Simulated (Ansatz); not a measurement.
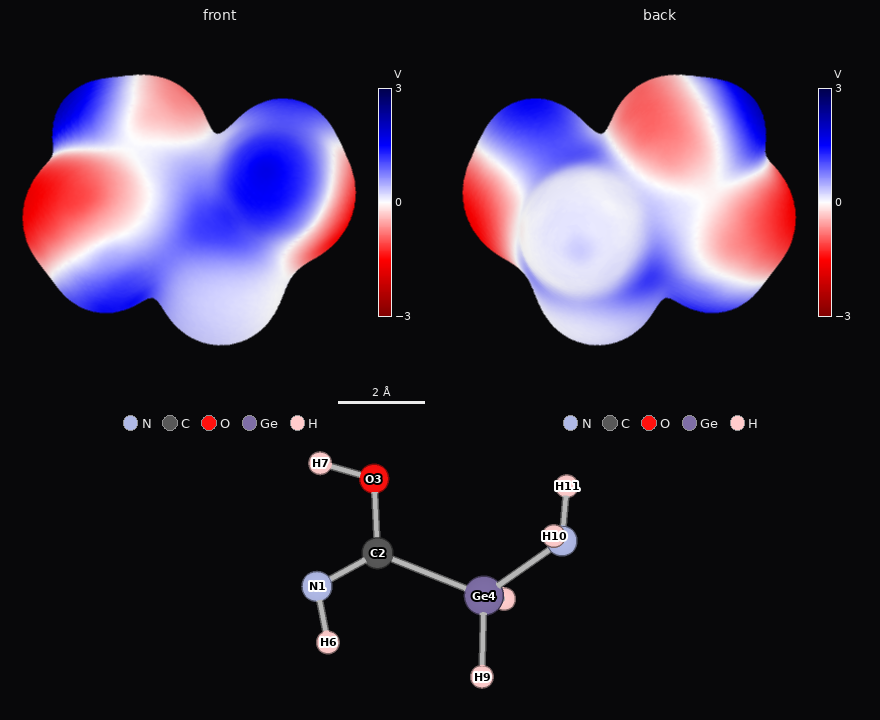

The picture shows: CH₆GeN₂O. The electrostatic potential painted on the density surface at 0.002 e/bohr³, seen from the front and from behind; the colour scale runs from red (negative) to blue (positive). The bare structure is drawn below in the same view.

Computed with RKS PBE/def2-SVP (Ansatz).

```yaml
atoms:
  - { symbol: N, position_ang: [0.3396, 0.8179, 2.0773] }
  - { symbol: C, position_ang: [0.0037, 0.7769, 0.8427] }
  - { symbol: O, position_ang: [0.0058, 1.9178, 0.1064] }
  - { symbol: Ge, position_ang: [-0.5614, -0.7995, -0.2599] }
  - { symbol: N, position_ang: [0.3911, -1.0894, -1.8266] }
  - { symbol: H, position_ang: [0.2996, -0.1164, 2.5103] }
  - { symbol: H, position_ang: [0.2898, 2.6290, 0.7289] }
  - { symbol: H, position_ang: [-2.0459, -0.6195, -0.6689] }
  - { symbol: H, position_ang: [-0.3568, -2.0443, 0.6445] }
  - { symbol: H, position_ang: [1.3945, -1.2297, -1.6549] }
  - { symbol: H, position_ang: [0.3055, -0.3000, -2.4793] }
```

> Where is the surface potential most negative and most positive?

The most negative region (about −1.6 V) lies over N1 and N5, the most positive (about +2.1 V) over H7.
